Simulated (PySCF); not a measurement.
# wB97X/cc-pVTZ run of GeO (SMILES [O]=[Ge])

Aim: the vertical ionisation energy of GeO at wB97X/cc-pVTZ, from 2 runs. 

Program for the calculation: PySCF 2.14.0.

9 further runs of the same task are left out: 3 that didn't finish, 6 set aside as unsound or not needed.

**1. The molecule**

The species is GeO (2 atoms), meant as a singlet with charge 0. As SMILES, `[O]=[Ge]`. The coordinates come from a PBE0-D4/def2-TZVP relaxation.

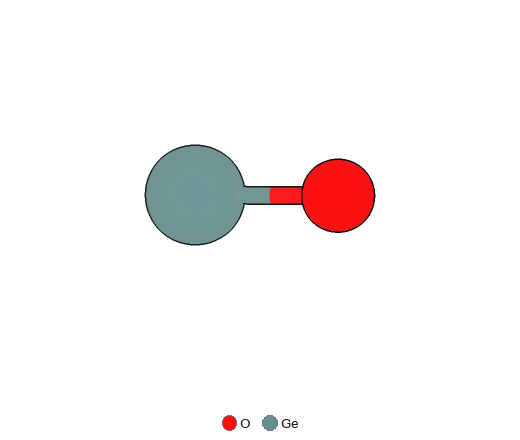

Viewed from a chosen angle; oxygen red, germanium teal.

**2. The energy at wB97X/cc-pVTZ**

Contents of job.py:

```python
from pyscf import gto, dft

mol = gto.M(
    atom=[
    ('O', (-0.000000, -0.000000, -0.023040)),
    ('Ge', (0.000000, 0.000000, 1.599530)),
],
    max_memory=1860,
    charge=0,
    basis='cc-pvtz',
    verbose=3,
)

calc0 = dft.RKS(mol)
calc0.xc = 'wb97x'
calc0.conv_tol = 1e-10
calc0.grids.level = 5
calc0.kernel()
if not calc0.converged:
    calc0 = calc0.newton().run(calc0.mo_coeff, calc0.mo_occ)

etot = calc0.e_tot
print('E = %.10f Eh' % etot)
```

The run is started by

```
$ OMP_NUM_THREADS=1 python job.py
```

Log:

```text
converged SCF energy = -2152.31806961432
E = -2152.3180696143 Eh
```

Wall time 15 s (1 thread of Arm Neoverse V1, shared host); peak memory 0.34 GiB.

**3. The doublet cation**

Edit job.py of step 2 so:

```diff
@@ -7,10 +7,10 @@
 ],
+    charge=1,
     max_memory=1860,
-    charge=0,
+    verbose=3,
     basis='cc-pvtz',
-    verbose=3,
+    spin=1,
 )
 
-calc0 = dft.RKS(mol)
-calc0.xc = 'wb97x'
+calc0 = dft.UKS(mol, xc='wb97x')
 calc0.conv_tol = 1e-10
@@ -21,3 +21,3 @@
 
-etot = calc0.e_tot
-print('E = %.10f Eh' % etot)
+e_tot = calc0.e_tot
+print('Final energy', e_tot)
```

The run is started by

```
$ OMP_NUM_THREADS=1 python job.py
```

Log:

```text
converged SCF energy = -2151.91036142673  <S^2> = 0.76253865  2S+1 = 2.0124996
Final energy -2151.9103614267274
```

Run time: 23 s. Hardware: 1 thread of Arm Neoverse V1, shared host; peak memory 0.35 GiB.

**4. Results**

At wB97X/cc-pVTZ:

| quantity | value |
| --- | --- |
| singlet GeO: total energy | -2152.31807 Eh |
| singlet GeO: dipole moment | 3.38 D |
| singlet GeO: HOMO energy | -10.82 eV |
| singlet GeO: LUMO energy | 0.03 eV |
| singlet GeO: HOMO–LUMO gap | 10.86 eV |
| doublet cation: total energy | -2151.91036 Eh |
| doublet cation: HOMO energy (highest over α and β) | -19.69 eV |
| doublet cation: LUMO energy (lowest over α and β) | -11.37 eV |
| doublet cation: ⟨S²⟩ | 0.763 |
| vertical ionisation energy (to the doublet cation) | 11.094 eV |

What this shows: Removing an electron at fixed nuclei costs 11.09 eV (1070 kJ/mol). The negative HOMO energy of the first species, 10.82 eV, lies 0.27 eV below that difference.
